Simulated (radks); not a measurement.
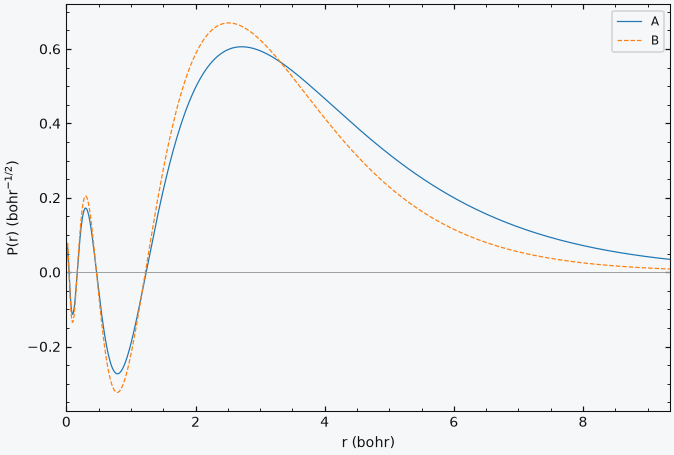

Two charge states of ruthenium were computed: Ru in [Kr] 4d7 5s1; Ru⁺ in [Kr] 4d6 5s1. Level of theory: scalar-relativistic Kohn-Sham, LDA (Slater exchange, Perdew-Wang correlation), spin-unpolarised, spherical densities, point nucleus. Computed with the in-house radial solver radks.

The plot shows P(r) = r R(r) of the 5s orbital in both runs (large components where relativistic).

**Assign A and B.**

A is Ru in [Kr] 4d7 5s1 (⟨r⟩ = 3.34 bohr, eigenvalue −4.51 eV); B is Ru⁺ in [Kr] 4d6 5s1 (⟨r⟩ = 2.91 bohr, eigenvalue −12.1 eV). Fewer electrons screen less, so the orbital shrinks.
